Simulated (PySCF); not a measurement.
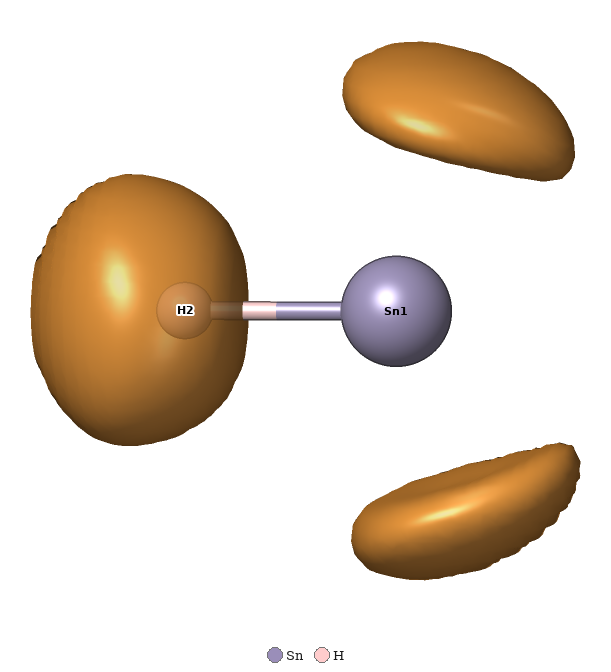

The picture shows: SnH (doublet). Isosurface of the electron localisation function at 0.9 (orange), seen from one side. Only the valence region is drawn (cores and ρ < 0.01 e/Å³ removed).

Core potentials replace the inner electrons of Sn.

The calculation used PBE0/cc-pVTZ(-PP), non-relativistic Hamiltonian with scalar-relativistic core potentials where named, at a bond length of 1.784 Å (PySCF).

**Identify the bonds, lone pairs and shells in this picture.**

The surface consists of one region around a hydrogen nucleus and two lobes on Sn, pointing away from the bonds (non-bonding electrons). Profiles from the grid: Sn–H (1.78 Å): the ELF climbs to about 1 towards the hydrogen.
